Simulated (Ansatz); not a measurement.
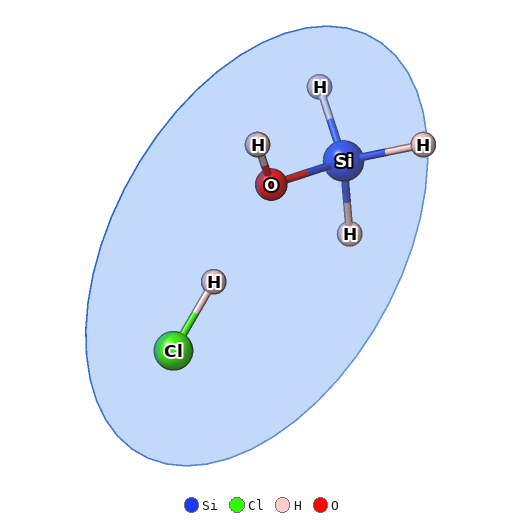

All proper rotation axes (lines) and mirror planes (discs) of the structure are drawn in. Depth is shown by fading: the farther an atom, the more it takes the colour of the background. Computed geometry: PBE0-D4/def2-TZVP optimisation.

Name the symmetry elements and the point group.

Answer. It has 1 mirror plane. Point group Cs. The group has 2 operations. The geometry is achiral, and symmetry allows a dipole moment.
